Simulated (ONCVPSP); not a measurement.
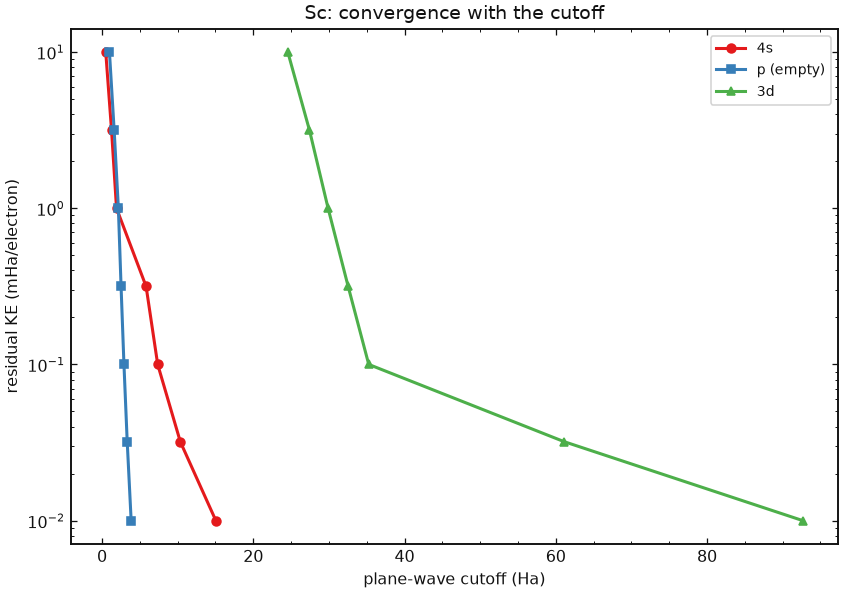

**Figure 1.** Residual kinetic energy of the pseudo-waves (the first of each channel, and further valence shells) beyond the plane-wave cutoff, as the generator prints it.

- Cutoffs for 1 mHa per electron: 3d: 30 Ha; p (empty): 2.2 Ha; 4s: 1.9 Ha.
- Cutoffs for the occupied states: 30 Ha for 1 mHa and 35 Ha for 0.1 mHa per electron. The first is set by 3d.
- Hardest wave at 1 mHa per electron: 3d, with rc = 1.55 bohr and qcut = 8.4 1/bohr. The optimisation minimises, but can't always remove, the kinetic energy above qcut²/2 = 35.3 Ha, and a larger rc would as a rule soften the wave at some cost in transferability. The potential isn't sound: its ghost test gives GHOST(-) flagged for s at -12.7 eV; GHOST(+) flagged for p at 101.0 eV.

**Pseudopotential generation for Sc**

Scandium (Sc, Z = 21), core [Ar], reference valence 3d1 4s2, valence charge 3. Computed at this level: ONCV potential, LDA (Perdew-Wang 92), scalar-relativistic, made with ONCVPSP 4.0.1.

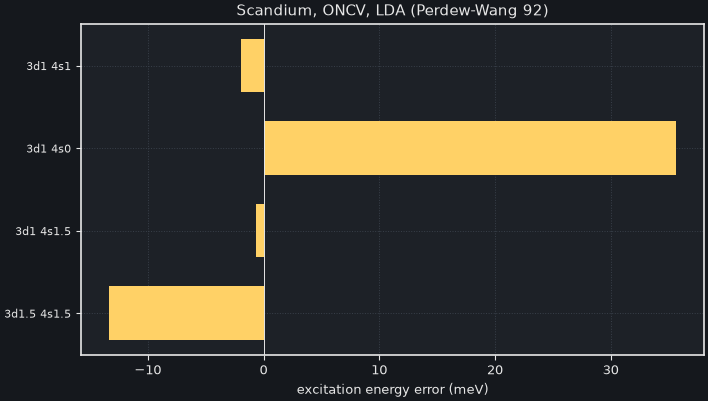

**Figure 2.** Errors, all-electron minus pseudo, of the energies of valence configurations relative to the unpolarised reference 3d1 4s2.

- Worst configuration: 3d1 4s0 (charge +2): the error is +36 meV on an all-electron energy of +20.02 eV relative to the reference, or 0.18 %.
- Configurations within 10 meV and within 50 meV: 2 and 4 of 4.
- Errors in meV: 3d1 4s1: -2.0; 3d1 4s0: +36; 3d1 4s1.5: -0.7; 3d1.5 4s1.5: -13.

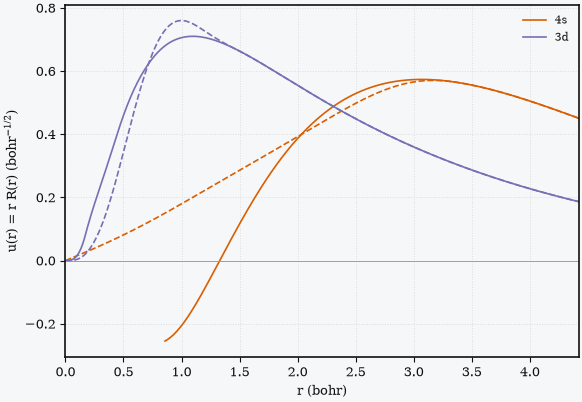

**Figure 3.** All-electron valence functions (solid) with their pseudo partners (dashed). The innermost oscillations of some all-electron curves aren't drawn. Reference configuration 3d1 4s2.

- Matching radii: 4s at 3.40 bohr; 3d at 1.55 bohr. The curves merge smoothly, so the plot gives these only roughly.
- Nodes of the pseudo-waves: 4s has no node; 3d has no node.

These pictures come from the run below.

Input file:
```
# ATOM AND REFERENCE CONFIGURATION
# atsym  z   nc   nv     iexc    psfile
  Sc 21.00    5    2  -001012      upf
#
#   n    l    f
    1    0    2.00
    2    0    2.00
    2    1    6.00
    3    0    2.00
    3    1    6.00
    3    2    1.00
    4    0    2.00
#
# PSEUDOPOTENTIAL AND OPTIMIZATION
# lmax
    2
#
#   l,   rc,      ep,       ncon, nbas, qcut
    0    3.40    0.00    3    6    1.70
    1    3.05    0.11    3    6    3.20
    2    1.55    0.00    4    8    8.40
#
# LOCAL POTENTIAL
# lloc, lpopt,  rc(5),   dvloc0
    4    5    1.50    2.00
#
# VANDERBILT-KLEINMAN-BYLANDER PROJECTORs
# l, nproj, debl
    0    1    3.10
    1    2    3.00
    2    2    2.00
#
# MODEL CORE CHARGE
# icmod, fcfact, rcfact
    3    5.25    1.05
#
# LOG DERIVATIVE ANALYSIS
# epsh1, epsh2, depsh
   -2.00    5.00    0.02
#
# OUTPUT GRID
# rlmax, drl
    6.00    0.01
#
# TEST CONFIGURATIONS
# ncnf
    4
# nvcnf
#   n    l    f
    2
    3    2    1.00
    4    0    1.00
#
    2
    3    2    1.00
    4    0    0.00
#
    2
    3    2    1.00
    4    0    1.50
#
    2
    3    2    1.50
    4    0    1.50
#
```

Command:
```bash
oncvpsp.x < Sc.dat > Sc.out
```

Log (extracts):
```
ONCVPSP  (Optimized Norm-Conservinng Vanderbilt PSeudopotential)
scalar-relativistic version 4.0.1

#   n    l    f        energy (Ha)
    1    0    2.00    -1.6115121E+02
    2    0    2.00    -1.7380715E+01
    2    1    6.00    -1.4259617E+01
    3    0    2.00    -2.0106928E+00
    3    1    6.00    -1.2335723E+00
    3    2    1.00    -1.2590997E-01
    4    0    2.00    -1.5774660E-01

Reference configufation results
  iterations    27
  all-electron total energy (Ha)   -7.62319845D+02

Begin loop to  construct optimized pseudo wave functions
and semi-local pseudopoentials for all angular momenta

Calculating optimized projector #   1

 for l=   0

    Fraction of norm inside rc  0.475032
    Optimizing pswf for qcut=   1.70 a_B^-1,  ecut=   1.45 Ha
    Residual kinetic energy error=  1.81D-03 Ha

    Energy error per electron        Cutoff
         Ha          eV             Ha
         0.01000     0.27211        0.50
         0.00100     0.02721        1.92
         0.00010     0.00272        7.36
         0.00001     0.00027       15.05

WARNING wellstate: moderately localized bound state found for n= 4 l=  1
WARNING scattering state with energy  0.05000000
WARNING will be used for the first projector

   Wellstate for l =  1  n =  4
     eigenvalue =   0.0500
     asymptotic potential =   0.5500
     half-point radius =  4.8769

   Wellstate for l =  1  n =  7
     eigenvalue =   3.0500
     asymptotic potential =   3.5500
     half-point radius =  5.0437

Calculating optimized projector #   1

 for l=   1

    Fraction of norm inside rc  0.375006
    Optimizing pswf for qcut=   3.20 a_B^-1,  ecut=   5.12 Ha
    Residual kinetic energy error=  1.34D-06 Ha

    Energy error per electron        Cutoff
         Ha          eV             Ha
         0.01000     0.27211        0.98
         0.00100     0.02721        2.17
         0.00010     0.00272        2.90
         0.00001     0.00027        3.85

Calculating optimized projector #   2

 for l=   1

    Fraction of norm inside rc  0.214905
    Optimizing pswf for qcut=   3.20 a_B^-1,  ecut=   5.12 Ha
    Residual kinetic energy error=  3.67D-02 Ha

    Energy error per electron        Cutoff
         Ha          eV             Ha
         0.01000     0.27211        6.67
         0.00100     0.02721       14.55
         0.00010     0.00272       22.02
         0.00001     0.00027       40.61

   Wellstate for l =  2  n =  5
     eigenvalue =   1.8741
     asymptotic potential =   2.3741
     half-point radius =  3.8083

Calculating optimized projector #   1

 for l=   2

    Fraction of norm inside rc  0.489185
    Optimizing pswf for qcut=   8.40 a_B^-1,  ecut=  35.24 Ha
    Residual kinetic energy error=  8.65D-05 Ha

    Energy error per electron        Cutoff
         Ha          eV             Ha
         0.01000     0.27211       24.57
         0.00100     0.02721       29.89
         0.00010     0.00272       35.27
         0.00001     0.00027       92.67

Calculating optimized projector #   2

 for l=   2

    Fraction of norm inside rc  0.101452
    Optimizing pswf for qcut=   8.40 a_B^-1,  ecut=  35.24 Ha
    Residual kinetic energy error=  4.47D-04 Ha

    Energy error per electron        Cutoff
         Ha          eV             Ha
         0.01000     0.27211       26.79
         0.00100     0.02721       33.28
         0.00010     0.00272       53.08
         0.00001     0.00027      117.14

Construct Vanderbilt / Kleinmman-Bylander projectors

B matrix Hermiticity error, ll=   1
   1   2    5.1170E-05

  Orthonormal projector coefficients  3.1570E+00  4.7128E-01

B matrix Hermiticity error, ll=   2
   1   2   -1.0633E-04

  Orthonormal projector coefficients -7.6726E+00 -2.3211E+00

Model core correction analysis
  based on d2Exc/dn_idn_j

d2excae - all-electron derivatives

   -2.088071D-02   -1.146987D-02
   -1.146566D-02   -2.700475D-02

d2excps - pseudofunction derivatives with no core correction

   -8.904167D-02   -2.038089D-02
   -2.039855D-02   -2.938889D-02

rms 2nd derivative error    3.467997E-02

rmatch, rhocmatch    2.2085    0.1363

Teter function model core charge with specified parameters

d2excps - pseudofunction derivatives with core correction

   -6.481039D-02   -1.732086D-02
   -1.732238D-02   -2.843346D-02

rms 2nd derivative error    2.236288E-02

Pseudoatom total energy   -1.656983

Diagnostic tests using Vanderbilt-Kleinman-Bylander pseudopotentials
  1 or more projectors used as specified by nproj input data

   l    rcore       rmatch      e in        delta e   norm test  slope test

   0   3.4177669   3.5215377  -0.1577466   0.0000186   1.0000273   1.0004598

   1   3.0505687   3.1431905   0.0500000  -0.0000090   1.0000250   1.0000250
   1   3.0505687   3.1431905   3.0500000   0.0001577   1.0001242   1.0001242

   2   1.5517044   1.5988175  -0.1259100   0.0000020   1.0000426   1.0000390
   2   1.5517044   1.5988175   1.8740900   0.0000171   1.0001574   1.0001574

 Testing for bound ghosts
   n   l    E NL Schr. Eq   E Basis Diag.   E Cutoff

       0                       -0.468196      6.51  WARNING - GHOST(-)
   1   0       -0.157728       -0.157169      6.51

   2   1       -0.055996       -0.046536     16.39

   3   2       -0.125908       -0.110005    142.79

 Testing for highly-localized positive-energy ghosts
       l    <radius>/rc     E Basis Diag.   E Cutoff

       1        0.997651        3.713487     16.39  WARNING - GHOST(+)

Test configuration 0

   n   l     f        eae           eps        diff
   1   0  2.0000 -161.15120622
   2   0  2.0000  -17.38071545
   2   1  6.0000  -14.25961717
   3   0  2.0000   -2.01069275
   3   1  6.0000   -1.23357231
   3   2  1.0000   -0.12590997   -0.12590797    2.00D-06
   4   0  2.0000   -0.15774660   -0.15772798    1.86D-05

    Total energies and differences
      AE_ref= -7.62319845D+02  AE_tst= -7.62319845D+02  dif=  0.00D+00
      PS_ref= -1.65698333D+00  PS_tst= -1.65698333D+00  dif= -3.55D-15
      PSP excitation error=  3.55D-15

Test configuration 1

   n   l     f        eae           eps        diff
   1   0  2.0000 -161.41578363
   2   0  2.0000  -17.64127451
   2   1  6.0000  -14.52052580
   3   0  2.0000   -2.27092329
   3   1  6.0000   -1.49345287
   3   2  1.0000   -0.37591945   -0.37857262   -2.65D-03
   4   0  1.0000   -0.36577374   -0.36577786   -4.11D-06

    Total energies and differences
      AE_ref= -7.62319845D+02  AE_tst= -7.62060358D+02  dif=  2.59D-01
      PS_ref= -1.65698333D+00  PS_tst= -1.39742334D+00  dif=  2.60D-01
      PSP excitation error= -7.25D-05

Test configuration 2

   n   l     f        eae           eps        diff
   1   0  2.0000 -161.73174929
   2   0  2.0000  -17.95148960
   2   1  6.0000  -14.83122311
   3   0  2.0000   -2.57845224
   3   1  6.0000   -1.79966014
   3   2  1.0000   -0.66621922   -0.66872269   -2.50D-03

    Total energies and differences
      AE_ref= -7.62319845D+02  AE_tst= -7.61584264D+02  dif=  7.36D-01
      PS_ref= -1.65698333D+00  PS_tst= -9.22715990D-01  dif=  7.34D-01
      PSP excitation error=  1.31D-03

Test configuration 3

   n   l     f        eae           eps        diff
   1   0  2.0000 -161.27613805
   2   0  2.0000  -17.50382179
   2   1  6.0000  -14.38288369
   3   0  2.0000   -2.13396354
   3   1  6.0000   -1.35677359
   3   2  1.0000   -0.24483766   -0.24616719   -1.33D-03
   4   0  1.5000   -0.25837247   -0.25845835   -8.59D-05

    Total energies and differences
      AE_ref= -7.62319845D+02  AE_tst= -7.62216157D+02  dif=  1.04D-01
      PS_ref= -1.65698333D+00  PS_tst= -1.55327090D+00  dif=  1.04D-01
      PSP excitation error= -2.45D-05

Test configuration 4

   n   l     f        eae           eps        diff
   1   0  2.0000 -161.08922127
   2   0  2.0000  -17.30690093
   2   1  6.0000  -14.18694739
   3   0  2.0000   -1.94692693
   3   1  6.0000   -1.17299234
   3   2  1.5000   -0.08273576   -0.08037000    2.37D-03
   4   0  1.5000   -0.14400060   -0.14314639    8.54D-04

    Total energies and differences
      AE_ref= -7.62319845D+02  AE_tst= -7.62296104D+02  dif=  2.37D-02
      PS_ref= -1.65698333D+00  PS_tst= -1.63275211D+00  dif=  2.42D-02
      PSP excitation error= -4.90D-04
```

Key numbers:

- outcome: generated, with a ghost state
- cutoffs needed: 30 Ha and 35 Ha (the cutoffs at which the residual kinetic energy of the hardest occupied pseudo-wave falls to 1 and 0.1 mHa per electron)
- ghost test: GHOST(-) flagged for s at -12.7 eV; GHOST(+) flagged for p at 101.0 eV
- largest excitation error: +36 meV (all-electron minus pseudo) for 3d1 4s0, out of 4 test configurations
- rms error of d²Exc/dni dnj: 34.68 mHa without and 22.36 mHa with the model core
- clearest signs, in the scattering phases, of states that the all-electron atom lacks: p near 3.7 Ha
- range over which the phases arctan(r R′/R) at the test radius agree within 0.05 rad (a looser test near the poles than one of phase shifts): p: between about -1.0 and 1.4 Ha; d: over the whole range computed; s: not judged, the stored energies step over a narrow level; f: not judged, local potential alone
- hardware: 1 CPU thread, shared host
- wall time: 2.8 s

Remarks:

The potential has a bound ghost state, so it can't be used as it stands. Warnings of the program, in the generation or the tests: wellstate: moderately localized bound state found for n= 4 l= 1.
